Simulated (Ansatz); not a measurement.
System: AsPbI$_{5}$.

Input

```
crystal:
  lattice:
    - [-2.8064229747, 4.6441531427, 5.9182855362]
    - [2.8064229747, -4.6441531427, 5.9182855362]
    - [2.8064229747, 4.6441531427, -5.9182855362]
  atoms:
    - { symbol: As, position: [0.5, 0.5, 0.0] }
    - { symbol: Pb, position: [0.0, 0.0, 0.0] }
    - { symbol: I, position: [0.8072411523, 0.5, 0.3072411523] }
    - { symbol: I, position: [0.1927588477, 0.5, 0.6927588477] }
    - { symbol: I, position: [0.2593363285, 0.2593363285, 0.0] }
    - { symbol: I, position: [0.7406636715, 0.7406636715, 0.0] }
    - { symbol: I, position: [0.5, 0.0, 0.5] }
kpoints:
  mp_grid: { grid: [6, 6, 6] }
  band_path:
    path:
      - [0.0, 0.0, 0.0]
      - [0.5, 0.5, -0.5]
      - [0.3062152872, 0.6937847128, -0.3062152872]
      - [-0.3062152872, 0.3062152872, 0.3062152872]
      - [0.4039434603, -0.4039434603, 0.4039434603]
      - [0.5960565397, 0.4039434603, -0.4039434603]
      - [0.0, 0.5, 0.0]
      - [0.25, 0.25, 0.25]
      - [0.5, 0.0, 0.0]
    npoints: 1
hamiltonian:
  xc: r2scan
  dispersion: rvv10
scf:
  occupations: { method: fermi_dirac, width: 0.03 }
  n_extra_bands: 5
output:
  forces: true
  stress: true
  eigenvalues: true
  write_density: true
  write_potential: true
  elf: true
  volumetric_format: npy
```

Command:

```sh
ansatz run input.yaml --threads 4 --pin off --max-ram 4608MiB --backend cpu --events-out ev --progress --plain --runs-dir out
```

Below, planes, directions and counts refer to the conventional cell (a = 5.61 Å, b = 9.29 Å, c = 11.84 Å, α = 90.00°, β = 90.00°, γ = 90.00°).

Space group Immm; a structure from a database of computed crystals, not necessarily the ambient phase; started from the AlCrF5-71 prototype, which need not be the ambient phase.

The calculation used DFT, r2SCAN+rVV10, plane waves, PAW in Ansatz 0.2.0.

Predict the valence pseudo-density and electron localisation function between the atoms.

Answer. As–I (2.81 Å): ρ at the midpoint is about 0.35 e/Å³; the ELF peaks at about 0.65 between the atoms.
Pb–I (3.07 Å): the density is about 0.24 e/Å³ at the midpoint; the ELF is about 0.35 at the midpoint.
As–I (2.85 Å): ρ is about 0.34 e/Å³ halfway; the ELF peaks at about 0.65 between the atoms.

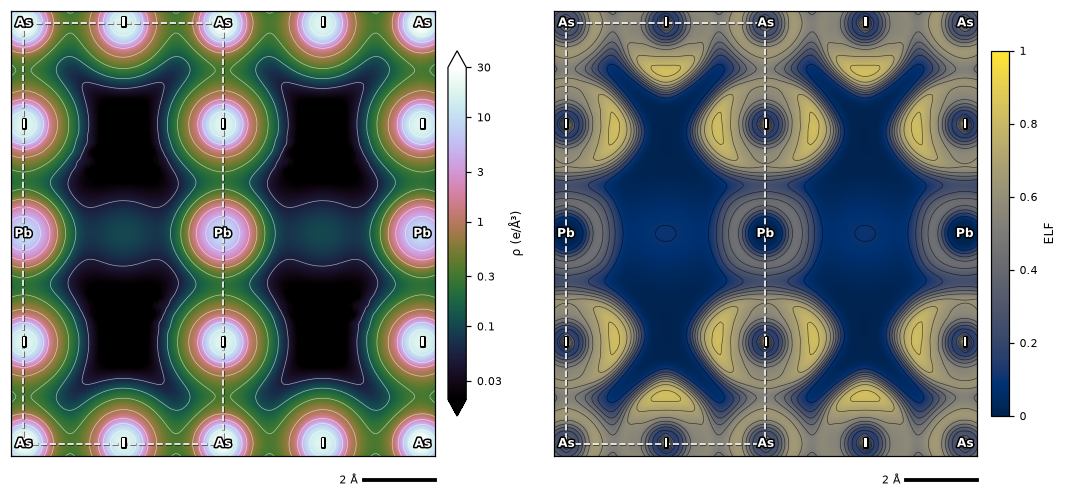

Computed valence pseudo-density and electron localisation function on the (010) plane of the conventional cell, in this order. 

The density is the valence pseudo-density of a PAW calculation; it isn't the true density close to the nuclei.
